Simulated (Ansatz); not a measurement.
# (ZnO)3(SiC)1 [0001] superlattice, started as wurtzite: from the cell to its phonons, part 2 of 2

Wanted: phonon frequencies of (ZnO)3(SiC)1 [0001] superlattice, started as wurtzite and what follows from them.

Ansatz 0.2.0; DFT PBEsol, scalar-relativistic, plane waves, PAW.

So far. Step 4 (Relaxing to small forces for the phonons): The largest force component left is 0.36 meV/Å and the pressure is -0.008 GPa, within the tolerances set. The cell now holds 11.87 Å³/atom. The relaxed cell has a = 3.250, c = 10.375 Å (conventional setting).

The structure was built from a prototype and need not be the compound's stable phase.

## 5. Modes at Γ

The zone centre is the only wavevector solved here; it holds the modes that light can see, as far as symmetry allows. No field response is asked, since the mesh shows no gap.

File input.yaml:

```yaml
crystal:
  lattice:
    - [3.2503304868, 0.0, 0.0]
    - [-1.6251652434, 2.8148687723, 0.0]
    - [0.0, 0.0, 10.3752977747]
  atoms:
    - { symbol: C, position: [0.6666666667, 0.3333333333, 0.9327406066] }
    - { symbol: O, position: [0.3333333333, 0.6666666667, 0.1958629007] }
    - { symbol: O, position: [0.6666666667, 0.3333333333, 0.4414628158] }
    - { symbol: O, position: [0.3333333333, 0.6666666667, 0.6937306598] }
    - { symbol: Si, position: [0.6666666667, 0.3333333333, 0.7649120669] }
    - { symbol: Zn, position: [0.3333333333, 0.6666666667, -0.0045445131] }
    - { symbol: Zn, position: [0.6666666667, 0.3333333333, 0.2403735751] }
    - { symbol: Zn, position: [0.3333333333, 0.6666666667, 0.4854618882] }
kpoints:
  mp_grid: { grid: [12, 12, 4] }
hamiltonian:
  xc: pbesol
scf:
  occupations: { method: methfessel_paxton, width: 0.2 }
output:
  eigenvalues: true
phonons:
  method: dfpt
```

Run with:

```sh
ansatz run input.yaml --threads 4 --pin off --max-ram 14336MiB --backend cpu --events-out ev --progress --plain --runs-dir out
```

Numbers of over 12 decimals in the logs are rounded to 6 here.

Output:

```text
[...]
Crystal: 8 atoms, lattice volume = 94.926 Å³
Basis set: ecut = 420 eV, 1895 PW (Γ), exchange–correlation on 48×48×144 points (8 copies of the dense FFT grid, shifted against one another)
Bands: 39, of which v1, the nominal top of the filled ones, is band 31 counted from 1 (30 counted from 0)
Symmetry: 6 space group operations
k-points: 164 of 576 (irreducible under 2 space group operations, time reversal used)
[...]
SCF iter   1: F=—  HF=-12391.553242 eV  |F-HF|=—  |Δ(HF+E_count)|=         —  Δρ=1.42e-2  dr2=2.92e-1  ethr=1.77e-3  ⟨swp⟩=5.9  Hψ=27403  notcnv=0
[...]
SCF iter  15: F=-12391.498331 eV  HF=-12391.498331 eV  |F-HF|=1.82e-12  |Δ(HF+E_count)|=  3.64e-12  S|Δr|=    0.00e0  Δρ=4.85e-8  dr2=1.79e-12  ethr=1.00e-12  ⟨swp⟩=5.3  Hψ=26342  notcnv=0
SCF 1 converged in 15 iterations: F = -12391.498331 eV  dr2 = 1.79e-12
[...]
DFPT response loops at Γ: preconditioner auto → Kerker (q_TF=auto, 2.541 Å⁻¹) (partly filled bands, converged f_vac=0.012); β = 1.00, the filter's whole step (`scf.mixing.beta` (0.50) is not read by the response loops under this deck's `scf.mixing.preconditioner`; to damp them name `kerker` or `kerker_dos`, under which they read `scf.mixing.beta`, and type it under 1.00, their step now; both keys bind the ground state too); Broyden in place of MSR1
SCF converged after 15 iterations
[...]
Free energy (F): -12391.498331 eV
[...]
Internal energy: -12391.497041 eV  (E = F + TS)
E sigma→0 (E₀):  -12391.498009 eV
Entropy (-TS):   -0.001290 eV (-0.161 meV/atom)
Fermi energy:    9.122932 eV
[...]
--- Band table (eV; the first three rows and the last of 164) ---
  k-point 0: bands = [... 27 lower, 7.0690, 7.2822, 7.2822, 9.6386, 9.9675, 9.9675, 11.2235, 14.0156, ... 4 higher]
  k-point 1: bands = [... 27 lower, 7.2828, 7.2828, 7.5127, 9.4831, 9.9675, 9.9675, 11.2843, 14.0232, ... 4 higher]
  k-point 2: bands = [... 27 lower, 7.2834, 7.2834, 7.7989, 9.3098, 9.9675, 9.9675, 11.3389, 14.0314, ... 4 higher]
  k-point 163: bands = [... 27 lower, 5.4245, 6.3115, 6.6239, 7.1026, 10.7342, 11.2524, 12.8284, 13.8581, ... 4 higher]
--- Phonons (Γ-DFPT): 16 representative perturbations + reference, on 164 of 576 k-points (Σ response iterations 65) ---
  k mesh reduced under 2 symmetry operations, with k and −k counted as one. Each operation leaves every solved perturbation unchanged. A smaller set is not used because it would not reduce the number of displacements times k-points to solve
  ASR residual: 8.660e-5 → 0.000e0 eV/Å²; symmetrization residual: 2.202e-5 eV/Å²
  ASR residual per site (eV/Å²): 5.05e-5 8.66e-5 5.10e-5 7.46e-5 8.52e-5 4.88e-5 1.26e-5 1.62e-5
  Γ frequencies (cm⁻¹): -275.48 -275.48 0.00 0.00 0.00 71.25 71.25 80.59 80.59 108.12 108.12 151.11 176.08 238.94 320.94 435.46 451.44 458.90 458.90 470.49 470.49 498.75 498.75 864.54
  non-analytic LO–TO correction: not included (Born effective charges unavailable; polar crystals: no LO–TO splitting at Γ)
```

It took 5.7 min on 4 threads of Arm Neoverse V1, shared host; peak memory 2.3 GiB.

This step gave:

```yaml
sum_rule_residual_before_enforcement: 8.66e-5 eV/Å²
point_group: 3m
highest_optical_mode_at_the_zone_centre_no_lo_to_term: 864.5 cm⁻¹
lowest_optical_zone_centre_mode: -275.5 cm⁻¹
```

Patterns of degenerate modes are one choice out of their space. The modes at Γ (shares of kinetic energy by element, %) (negative means imaginary):

```
mode  frequency (cm⁻¹)  symmetry  C %  O %  Si %  Zn %
   1            -275.5         E    0   61    38     0
   2            -275.5         E    0   61    38     0
   3               0.0  acoustic    4   17    10    69
   4               0.0  acoustic    4   17    10    69
   5               0.0  acoustic    4   17    10    69
   6              71.2         E    5   15     6    74
   7              71.2         E    5   15     6    74
   8              80.6         E    0   21    14    65
   9              80.6         E    0   21    14    65
  10             108.1         E    4   21    32    43
  11             108.1         E    4   21    32    43
  12             151.1        A1    5    7    11    78
  13             176.1        A1    2    7     5    86
  14             238.9        A1    5   31    17    48
  15             320.9        A1    4   63    21    12
  16             435.5        A1    0   94     0     6
  17             451.4        A1    3   81    14     2
  18             458.9         E    1   81     0    19
  19             458.9         E    1   81     0    19
  20             470.5         E    1   83     0    17
  21             470.5         E    1   83     0    17
  22             498.8         E   85    1     0    14
  23             498.8         E   85    1     0    14
  24             864.5        A1   78    0    22     0
```

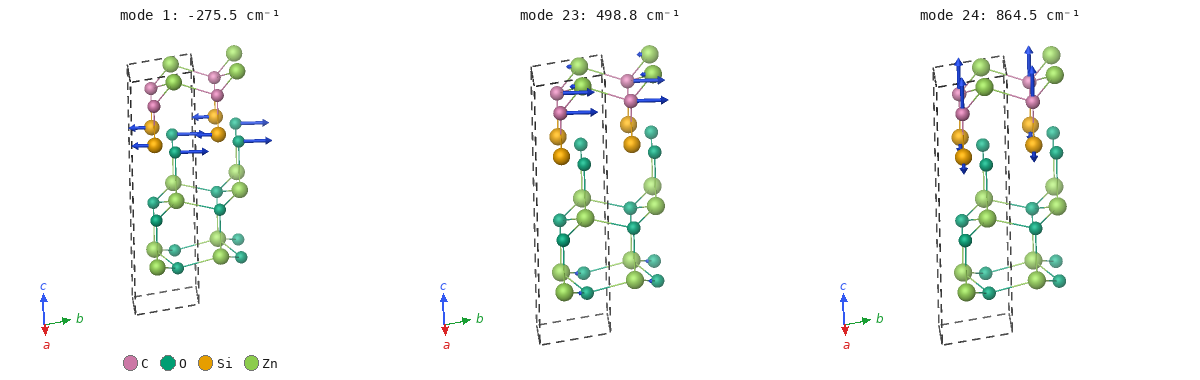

Displacement patterns of modes 1, 23 and 24 at Γ; arrows are exaggerated. 2×2×1 cells are drawn.

Before it was imposed, the acoustic sum rule was missed by 8.7e-5 eV/Å². Small misses are needed for a sound result but don't prove that mesh and cutoff are converged. The lowest optical mode is imaginary, 275.5i cm⁻¹, so the energy falls along it.

## 6. Another isotope, element C, natural mass 12.011 amu

An isotope changes the mass and not the force constants, so no new electronic calculation is needed; the shifts show which modes move this element.

The same force constants with the mass of C changed from 12.011 to 13.003 u (phonopy, no LO-TO term). Both lists are sorted by frequency; levels can cross, so a row need not hold one and the same mode. Modes under 3 cm⁻¹ are left out. Isotope shifts, by row:

| q | rank | natural mass (cm⁻¹) | changed mass (cm⁻¹) |
| --- | --- | --- | --- |
| 0 0 0 | 1 | -275.5 | -275.5 |
| 0 0 0 | 2 | -275.5 | -275.5 |
| 0 0 0 | 6 | 71.25 | 71.09 |
| 0 0 0 | 7 | 71.25 | 71.09 |
| 0 0 0 | 8 | 80.59 | 80.59 |
| 0 0 0 | 9 | 80.59 | 80.59 |
| 0 0 0 | 10 | 108.1 | 107.9 |
| 0 0 0 | 11 | 108.1 | 107.9 |
| 0 0 0 | 12 | 151.1 | 150.8 |
| 0 0 0 | 13 | 176.1 | 176 |
| 0 0 0 | 14 | 238.9 | 238.5 |
| 0 0 0 | 15 | 320.9 | 320.4 |
| 0 0 0 | 16 | 435.5 | 435.5 |
| 0 0 0 | 17 | 451.4 | 450.9 |
| 0 0 0 | 18 | 458.9 | 458.8 |
| 0 0 0 | 19 | 458.9 | 458.8 |
| 0 0 0 | 20 | 470.5 | 470.2 |
| 0 0 0 | 21 | 470.5 | 470.2 |
| 0 0 0 | 22 | 498.8 | 482.6 |
| 0 0 0 | 23 | 498.8 | 482.6 |
| 0 0 0 | 24 | 864.5 | 838.6 |

A mode of this element alone would shift by -3.89 %. The highest zone-centre frequency without the field goes from 864.5 to 838.6 cm⁻¹ (-3.0 %).

## 7. Isotope substitution, element O, natural mass 15.999 amu

The same for O, from 16.00 to 18.00 u.

The same force constants with the mass of O changed from 15.999 to 17.999 u (phonopy, no LO-TO term). Both lists are sorted by frequency; levels can cross, so a row need not hold one and the same mode. Modes under 3 cm⁻¹ are left out. Isotope shifts, by row:

```csv
q,rank,natural mass (cm⁻¹),changed mass (cm⁻¹)
0 0 0,1,-275.5,-265.9
0 0 0,2,-275.5,-265.9
0 0 0,6,71.25,70.56
0 0 0,7,71.25,70.56
0 0 0,8,80.59,79.55
0 0 0,9,80.59,79.55
0 0 0,10,108.1,106.8
0 0 0,11,108.1,106.8
0 0 0,12,151.1,150.5
0 0 0,13,176.1,175.2
0 0 0,14,238.9,234.3
0 0 0,15,320.9,309.6
0 0 0,16,435.5,412.1
0 0 0,17,451.4,431
0 0 0,18,458.9,437.8
0 0 0,19,458.9,437.8
0 0 0,20,470.5,448.3
0 0 0,21,470.5,448.3
0 0 0,22,498.8,498.5
0 0 0,23,498.8,498.5
0 0 0,24,864.5,864.4
```

A mode of this element alone would shift by -5.72 %. The highest zone-centre frequency without the field goes from 864.5 to 864.4 cm⁻¹ (-0.0 %).

## 8. Another isotope, element Si, natural mass 28.085 amu

The same for Si, from 28.09 to 29.97 u.

A mode of this element alone would shift by -3.20 %. The highest zone-centre frequency without the field goes from 864.5 to 858.6 cm⁻¹ (-0.7 %).

## 9. Isotope substitution, element Zn, natural mass 65.38 amu

The same for Zn, from 65.38 to 67.92 u.

A mode of this element alone would shift by -1.89 %. The highest zone-centre frequency without the field goes from 864.5 to 864.5 cm⁻¹ (-0.0 %).

## 10. Summary of results

```json
{
 "space group after relaxation (within 0.01 Å)": "P3m1",
 "volume per atom": "11.9 Å³",
 "electronic character": "no gap on this mesh",
 "highest optical mode at the zone centre (no LO-TO term)": "865 cm⁻¹",
 "lowest optical zone-centre mode": "-275 cm⁻¹",
 "imaginary modes at Γ (the only wavevector solved)": "yes"
}
```

What this shows: A zone-centre mode is imaginary (275.5i cm⁻¹), so this structure is not a minimum of the energy. The optical modes at Γ span -275 to 865 cm⁻¹ (negative means imaginary). No dispersion was computed. The highest mode in this list at Γ, 864.5 cm⁻¹, is mostly motion of C (78 % of the kinetic energy). With no gap, or one that is small against the smearing, the frequencies hang on the k mesh and the smearing, most of all near Kohn anomalies. The starting cell was built on a prototype and not taken from a measurement, so the phase need not exist. These are harmonic frequencies at zero temperature: anharmonic shifts, linewidths and thermal expansion are left out.

[Logs are printed without paths, hosts, clocks, repeated set-up lines and the standing remarks that a program may print on its own settings, such as how far it seeks lower states.]

[Hosts, paths, dates, database ids (printed as entryN), source tags and the programs' standing remarks are cut or masked in the printed files.]
